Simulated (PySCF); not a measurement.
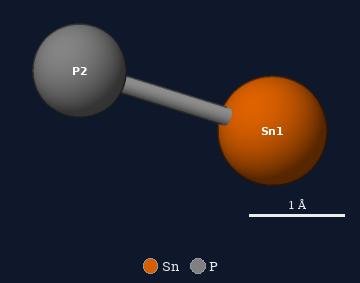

*The structure as given in the input (ball-and-stick view, seen at a tilt; atoms are numbered from 1 in the order of the input). Sticks mark near contacts.*

Bond lengths as drawn: P–Sn 2.42 Å.

# Single-point calculation, with input and output: SnP

System: SnP, multiplicity 4.
Method: UKS-camb3lyp/sbkjc, tda (PySCF 2.14.0).

The program's output
```
PySCF version 2.14.0

[INPUT] verbose = 4
[INPUT] num. atoms = 2
[INPUT] num. electrons = 9
[INPUT] charge = 0
[INPUT] spin (= nelec alpha-beta = 2S) = 3
[INPUT] symmetry False subgroup None
[INPUT] Mole.unit = angstrom
[INPUT] Symbol           X                Y                Z      unit          X                Y                Z       unit  Magmom
[INPUT]  1 Sn     0.000000000000   0.000000000000   0.000000000000 AA    0.000000000000   0.000000000000   0.000000000000 Bohr   0.0
[INPUT]  2 P      0.000000000000   0.000000000000   2.415000000000 AA    0.000000000000   0.000000000000   4.563688590825 Bohr   0.0

nuclear repulsion = 4.38241996621118
number of shells = 8
number of NR pGTOs = 36
number of NR cGTOs = 16
basis = sbkjc
ecp = {'Sn': 'sbkjc', 'P': 'sbkjc'}

******** <class 'pyscf.dft.uks.UKS'> ********
method = UKS
initial guess = minao
damping factor = 0
level_shift factor = 0
DIIS = <class 'pyscf.scf.diis.CDIIS'>
diis_start_cycle = 1
diis_space = 8
diis_damp = 0
SCF conv_tol = 1e-09
SCF conv_tol_grad = None
SCF max_cycles = 50
direct_scf = True
direct_scf_tol = 1e-13
number electrons alpha = 6  beta = 3
XC library pyscf.dft.libxc version 7.0.0
    S. Lehtola, C. Steigemann, M. J.T. Oliveira, and M. A.L. Marques.,  SoftwareX 7, 1–5 (2018)
XC functionals = camb3lyp
    T. Yanai, D. P. Tew, and N. C. Handy.,  Chem. Phys. Lett. 393, 51 (2004)
radial grids:
    Treutler-Ahlrichs [JCP 102, 346 (1995); DOI:10.1063/1.469408] (M4) radial grids

becke partition: Becke, JCP 88, 2547 (1988); DOI:10.1063/1.454033
pruning grids: <function nwchem_prune>
grids dens level: 3
symmetrized grids: False
atomic radii adjust function: <function treutler_atomic_radii_adjust>
small_rho_cutoff = 0
Set gradient conv threshold to 3.16228e-05
tot grids = 41144
init E= -9.30162944583105

WARN: alpha nocc = 6  HOMO -0.0251494721252342 >= LUMO -0.025149472125234

  beta  nocc = 3  HOMO = -0.143539911880518  LUMO = -0.129700674081262

WARN: HOMO -0.0251494721252342 >= LUMO -0.129700674081262

cycle= 1 E= -9.73363108704459  delta_E= -0.432  |g|= 0.185  |ddm|= 1.79
  alpha nocc = 6  HOMO = -0.212011485520294  LUMO = -0.0320774288110717
  beta  nocc = 3  HOMO = -0.31485304523489  LUMO = -0.202042793278715
  HOMO = -0.21201148552  LUMO = -0.202042793279  gap/eV = 0.27126
cycle= 2 E= -9.77327454471837  delta_E= -0.0396  |g|= 0.103  |ddm|= 0.716
  alpha nocc = 6  HOMO = -0.213823094813177  LUMO = -0.0186386314763423
  beta  nocc = 3  HOMO = -0.280340044268799  LUMO = -0.129353757857584
  HOMO = -0.213823094813  LUMO = -0.129353757858  gap/eV = 2.29853
cycle= 3 E= -9.78574233271095  delta_E= -0.0125  |g|= 0.0115  |ddm|= 0.259
  alpha nocc = 6  HOMO = -0.207152609497347  LUMO = -0.00957799434323303
  beta  nocc = 3  HOMO = -0.271804476569183  LUMO = -0.120102940065807
  HOMO = -0.207152609497  LUMO = -0.120102940066  gap/eV = 2.36874
cycle= 4 E= -9.78630569016026  delta_E= -0.000563  |g|= 0.00505  |ddm|= 0.0558
  alpha nocc = 6  HOMO = -0.208594294603091  LUMO = -0.00956189152799347
  beta  nocc = 3  HOMO = -0.271265537580885  LUMO = -0.119692872756614
  HOMO = -0.208594294603  LUMO = -0.119692872757  gap/eV = 2.41913
cycle= 5 E= -9.78641993811708  delta_E= -0.000114  |g|= 0.00141  |ddm|= 0.0293
  alpha nocc = 6  HOMO = -0.208602610557548  LUMO = -0.00956671302223122
  beta  nocc = 3  HOMO = -0.270968304421785  LUMO = -0.119579273819325
  HOMO = -0.208602610558  LUMO = -0.119579273819  gap/eV = 2.42245
cycle= 6 E= -9.78643235351723  delta_E= -1.24e-05  |g|= 0.000241  |ddm|= 0.0117
  alpha nocc = 6  HOMO = -0.208593101494012  LUMO = -0.00957808897557855
  beta  nocc = 3  HOMO = -0.270959402699438  LUMO = -0.119564702000587
  HOMO = -0.208593101494  LUMO = -0.119564702001  gap/eV = 2.42259
cycle= 7 E= -9.78643260956325  delta_E= -2.56e-07  |g|= 5.31e-05  |ddm|= 0.00215
  alpha nocc = 6  HOMO = -0.208589103074875  LUMO = -0.00958234923699675
  beta  nocc = 3  HOMO = -0.270949435168789  LUMO = -0.119570161598437
  HOMO = -0.208589103075  LUMO = -0.119570161598  gap/eV = 2.42233
cycle= 8 E= -9.78643262356556  delta_E= -1.4e-08  |g|= 1.47e-05  |ddm|= 0.000481
  alpha nocc = 6  HOMO = -0.20859071112297  LUMO = -0.00958202441558853
  beta  nocc = 3  HOMO = -0.270952452778917  LUMO = -0.11957001313938
  HOMO = -0.208590711123  LUMO = -0.119570013139  gap/eV = 2.42238
cycle= 9 E= -9.78643262474638  delta_E= -1.18e-09  |g|= 2.09e-06  |ddm|= 0.000151
  alpha nocc = 6  HOMO = -0.208590334792766  LUMO = -0.00958161805473745
  beta  nocc = 3  HOMO = -0.270951771183229  LUMO = -0.119569830189092
  HOMO = -0.208590334793  LUMO = -0.119569830189  gap/eV = 2.42237
cycle= 10 E= -9.78643262476579  delta_E= -1.94e-11  |g|= 2.98e-07  |ddm|= 2.18e-05
  alpha nocc = 6  HOMO = -0.208590307852583  LUMO = -0.00958162387251804
  beta  nocc = 3  HOMO = -0.270951882482638  LUMO = -0.119569856982978
  HOMO = -0.208590307853  LUMO = -0.119569856983  gap/eV = 2.42237
```

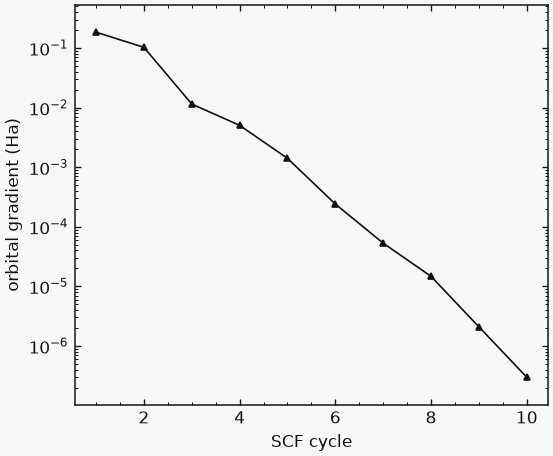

*Convergence of the self-consistent field: orbital gradient against the SCF cycle.*

The residual falls at every step.

```
Extra cycle  E= -9.78643262476597  delta_E= -1.78e-13  |g|= 1.26e-07  |ddm|= 1.43e-06
converged SCF energy = -9.78643262476597  <S^2> = 3.7540782  2S+1 = 4.0020386

******** <class 'pyscf.tdscf.uks.TDA'> for <class 'pyscf.dft.uks.UKS'> ********
nstates = 3
deg_eia_thresh = 1.000e-03
wfnsym = None
conv_tol = 1e-05
eigh lindep = 1e-12
eigh level_shift = 0
eigh max_cycle = 100

Excitation energies (eV)
[0.25128502 0.64209198 2.28932232]

** Excitation energies and oscillator strengths **
Excited State   1:      0.25129 eV   4934.01 nm  f=0.0014
Excited State   2:      0.64209 eV   1930.94 nm  f=0.0041
Excited State   3:      2.28932 eV    541.58 nm  f=0.0020
Dipole moment(X, Y, Z, Debye):  0.00000,  0.00000, -0.93563
orbital energies (hartree): [array([-0.3281, -0.2966, -0.2086, -0.0709,  0.03  ,  0.1555]), array([-0.6357, -0.4399, -0.271 , -0.1196, -0.1047, -0.0263])]
```

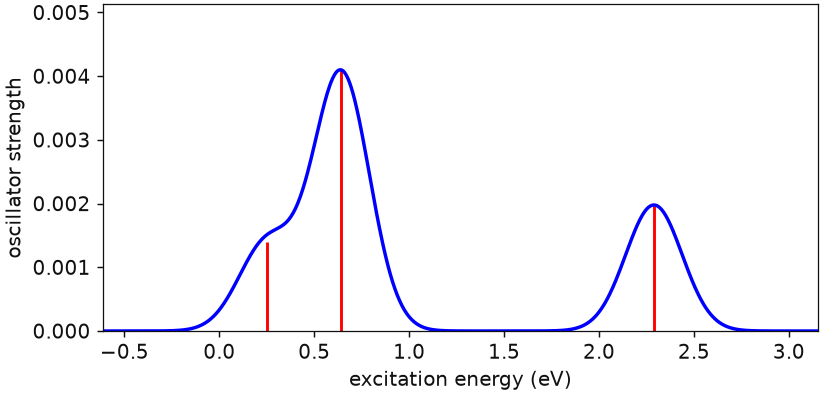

*Computed excitations as sticks (degenerate states added up, dark ones marked on the axis), with a Gaussian envelope of 0.35 eV full width at half maximum, scaled to the tallest.*

Of the 3 states the lowest lies at 0.25 eV (f = 0.001); the strongest line is at 0.64 eV, or 1931 nm (f = 0.004).

The run was set up as follows.

The input
```python
from pyscf import gto, dft, tdscf

mol = gto.M(
    atom='Sn 0 0 0; P 0 0 2.415',
    basis='sbkjc',
    ecp={'Sn': 'sbkjc', 'P': 'sbkjc'},
    charge=0,
    spin=3,
    verbose=4,
)
mf = dft.UKS(mol, xc='camb3lyp')
mf.kernel()
td = tdscf.TDA(mf)
td.nstates = 3
td.kernel()
td.analyze(verbose=3)
mf.dip_moment()
print('orbital energies (hartree):', [e[max(0, n-3):n+3].round(4) for e, n in zip(mf.mo_energy, mol.nelec)])
```

Run as:
```bash
OMP_NUM_THREADS=1 python input.py
```

Summary

| quantity | value |
| --- | --- |
| outcome | converged |
| SCF energy | −9.786433 hartree |
| ⟨S²⟩ | 3.754 |
| dipole moment | 0.94 D |
| hardware | 1 CPU thread, shared host |
| wall time | 6.7 s |
